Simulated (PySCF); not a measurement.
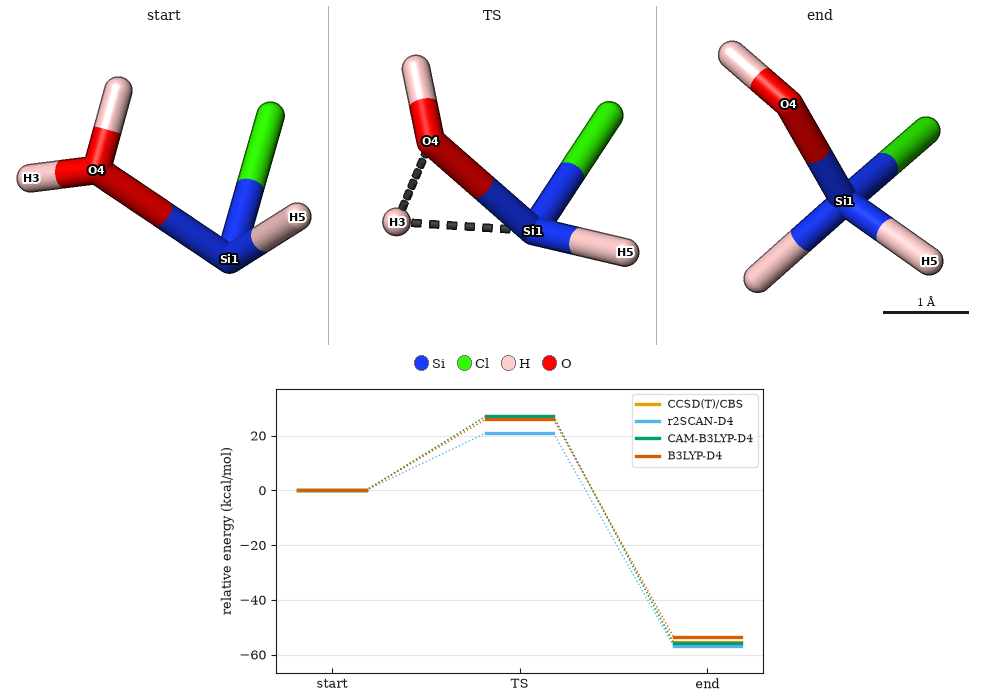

A reaction step of SiH₃OCl, with its energy diagram. The picture is a stick view, seen from a free direction. Dashed sticks mark bonds that form or break.

Stationary points at PBE0-D4/def2-TZVP, single-point energies with CCSD(T)/CBS, r2SCAN-D4, CAM-B3LYP-D4, B3LYP-D4 (def2-TZVPP where no basis is named; PySCF 2.14.0). The energies are electronic, without zero-point or thermal terms, and both ends are the minima reached downhill from the saddle, with any fragments still in contact. CCSD(T)/CBS stands for a frozen-core estimate: MP2 correlation extrapolated from def2-TZVPP and def2-QZVPP, CCSD(T) minus MP2 from the smaller set.

Describe the step and its energetics.

From the start over the saddle to the end, a bond forms: H–Si (2.54 → 1.63 → 1.48 Å). A bond breaks: H–O (0.96 → 1.27 → 2.58 Å). Bonds that stay but change much: O–Si (2.06 → 1.87 → 1.63 Å). The saddle has one imaginary mode, 1529i cm⁻¹. With CCSD(T)/CBS the barrier is 27.1 kcal/mol from the start and 82.4 kcal/mol from the end, and the end lies 55.4 kcal/mol below the start.

```tsv
level	barrier from the start (kcal/mol)	barrier from the end (kcal/mol)	the end less the start (kcal/mol)
CCSD(T)/CBS	27.1	82.4	−55.4
r2SCAN-D4	20.9	77.7	−56.8
CAM-B3LYP-D4	27.1	82.9	−55.8
B3LYP-D4	26.0	79.6	−53.6
```

Against CCSD(T)/CBS, CAM-B3LYP-D4 comes closest on the barrier from the start (+0.0 kcal/mol) and r2SCAN-D4 misses most (−6.1 kcal/mol).
